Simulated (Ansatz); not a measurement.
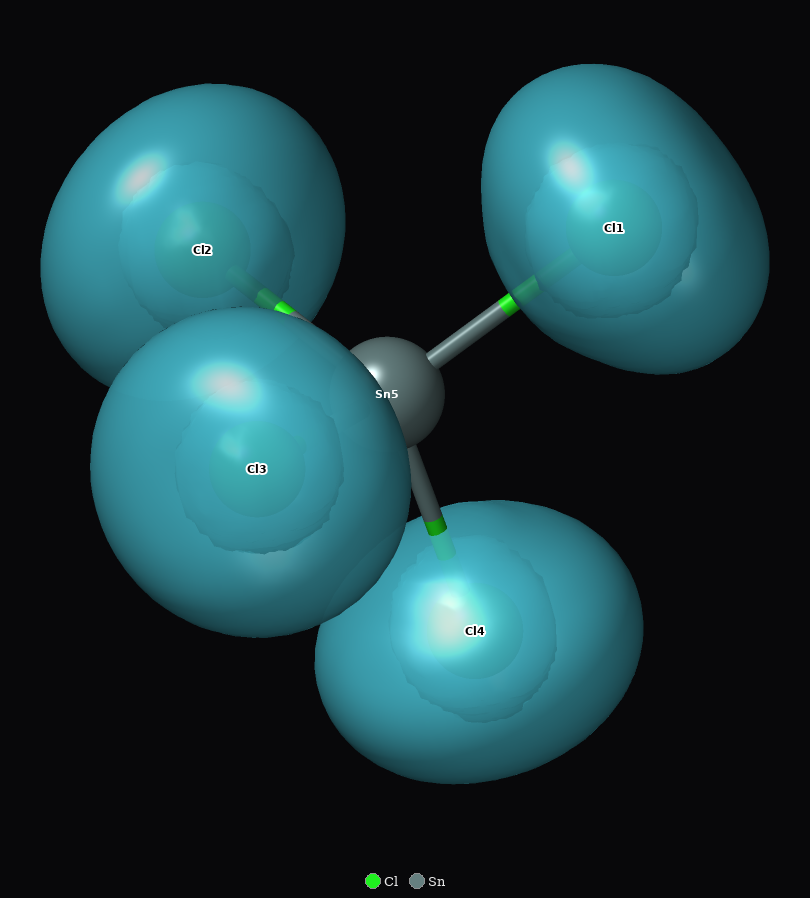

Figure 1: Cl₄Sn (SMILES [Cl][Sn]([Cl])([Cl])[Cl]). Isosurface of the ELF at 0.75 (cyan), seen from one side. Core shells and regions of very low density are left out.

Geometry: PBE0-D3(BJ)/def2-SVP; core potentials replace the inner electrons of Sn.

Theory: Ansatz 0.2.0, isolated molecule in a Gaussian basis; Kohn-Sham density functional theory, functional PBE0.

Input

```
crystal:
  periodic: [false, false, false]
  atoms:
    - {symbol: Cl, position_ang: [-1.441705, 2.418307, -1.928003]}
    - {symbol: Cl, position_ang: [-1.097523, -1.227542, -0.989298]}
    - {symbol: Cl, position_ang: [-0.620258, 1.452840, 1.633579]}
    - {symbol: Cl, position_ang: [1.959142, 0.994607, -1.091949]}
    - {symbol: Sn, position_ang: [-0.300106, 0.909572, -0.593916]}
basis:
  gaussian: {orbitals: def2-TZVPD}
magnetization: {spin_polarized: false, initial_magnetization: 0}
hamiltonian: {xc: pbe0}
output: {forces: true, orbitals: {seedname: orbitals}}
```

Launched as:

```sh
ansatz run input.yaml --threads 1 --pin off --max-ram 2610MiB --events-out events.jsonl --progress --plain --runs-dir runs
```

> What do the ELF domains correspond to?

At this value the surface marks out four regions wrapped around Cl (the valence shell of each). Profiles from the grid: Sn–Cl (2.32 Å): the ELF peaks at about 0.80 in the valence shell of Cl, 0.8 Å from its nucleus, and drops to about 0.20 between the two atoms.
